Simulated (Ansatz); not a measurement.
Input file:

```
crystal:
  lattice:
    - [0.0, 2.5992113229, 2.5992113229]
    - [2.5992113229, 0.0, 2.5992113229]
    - [2.5992113229, 2.5992113229, 0.0]
  atoms:
    - { symbol: Ru, position: [0.25, 0.25, 0.25] }
    - { symbol: Ru, position: [0.75, 0.75, 0.75] }
    - { symbol: C, position: [0.0, 0.0, 0.0] }
basis:
  ecutwfc: 420
kpoints:
  mp_grid: { grid: [16, 16, 16] }
hamiltonian:
  xc: pbe
scf:
  occupations: { method: gaussian, width: 0.1 }
output:
  forces: true
  stress: true
  eigenvalues: true
  write_density: true
  write_potential: true
  elf: true
  volumetric_format: npy
relax:
  adjacent_minimum: "off"
  f_tol: 0.01
  max_steps: 80
  cell: { stress_tol: 0.05 }
```

Command:

```sh
ansatz run input.yaml --threads 1 --pin off --max-ram 2560MiB --backend cpu --events-out ev --progress --plain --runs-dir out
```

Below, planes, directions and counts refer to the conventional cell (a = 5.20 Å, b = 5.20 Å, c = 5.20 Å, α = 90.00°, β = 90.00°, γ = 90.00°).

The fields are those of the relaxed geometry.

Space group Fm-3m; started from the fluorite_225 prototype, which need not be the ambient phase; computed without spin polarisation.

Computed with DFT PBE, scalar-relativistic, plane waves, PAW (Ansatz).

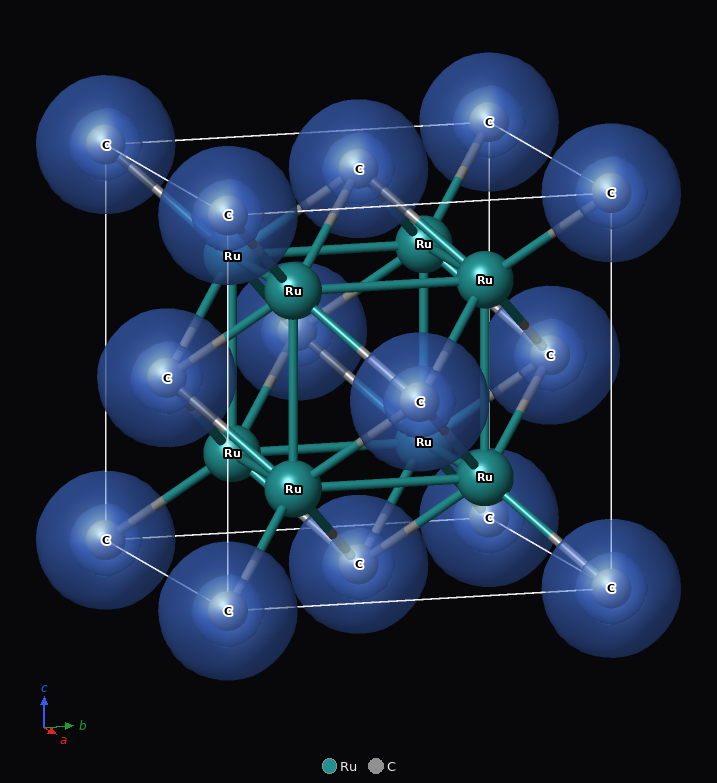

Ru2C. Isosurface of the ELF at 0.6 (blue), seen slightly off an axis. Core shells and regions of very low density are left out. Sticks mark near contacts.

Core electrons are frozen (PAW), and the valence fields are smoothed inside the atomic spheres.

Q: Identify the bonds, lone pairs and shells in this picture.

A: At this value the surface marks out four regions wrapped around C (the valence shell of each), counted in one cell of 12 atoms. Any copies at cell faces, edges or corners count once. Profiles from the grid: Ru–C (2.25 Å): the ELF peaks at about 0.75 in the valence shell of C, 0.7 Å from its nucleus, and is about 0.25 at the midpoint. Ru–Ru (2.60 Å): the ELF is about 0.25 at the midpoint: no localised pair shows between them.
